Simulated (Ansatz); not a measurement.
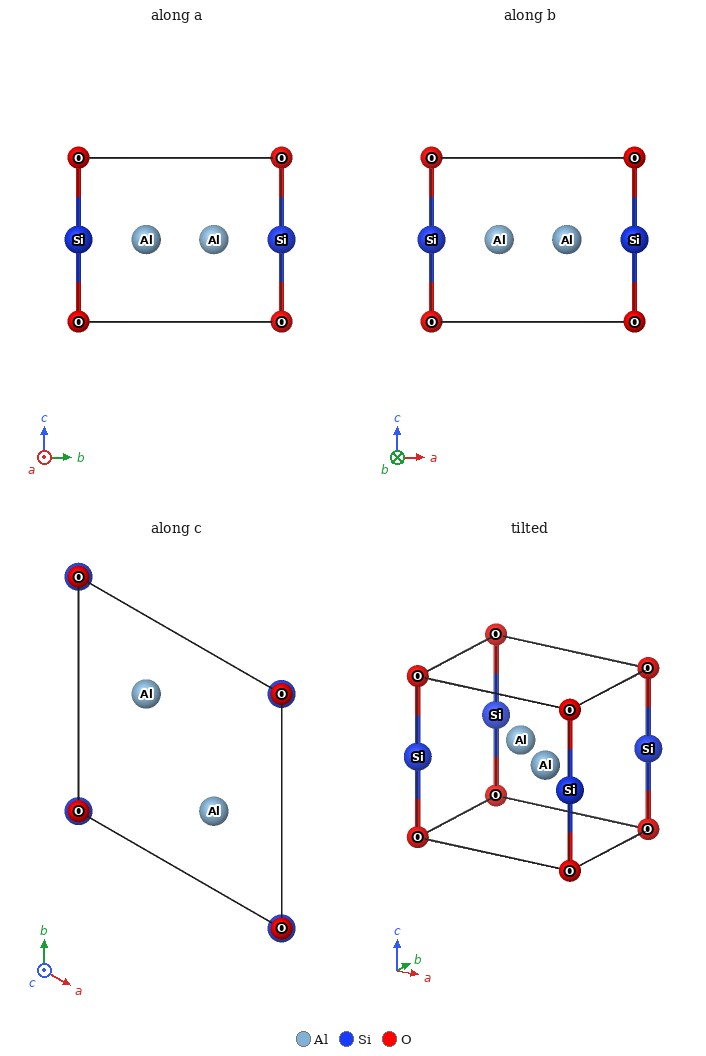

Drawn in the ball-and-stick manner and seen along the a axis, along the b axis, along the c axis and slightly off an axis. The parallelepiped is the conventional unit cell.

Lattice parameters: a = 4.803 Å, b = 4.803 Å, c = 3.359 Å, α = 90.00°, β = 90.00°, γ = 120.00°.

Express the structure as a table of Wyckoff sites.

Answer. Space group P6/mmm (No. 191).
```tsv
atom	site	x	y	z
Al	2d	0.3333	0.6667	0.5000
Si	1b	0.0000	0.0000	0.5000
O	1a	0.0000	0.0000	0.0000
```

The starting point was a random cell made by a generator, so it need not be a real form of the compound. Earlier steps of the study may have refined or changed the cell and positions. A calculation with Ansatz used it as input.
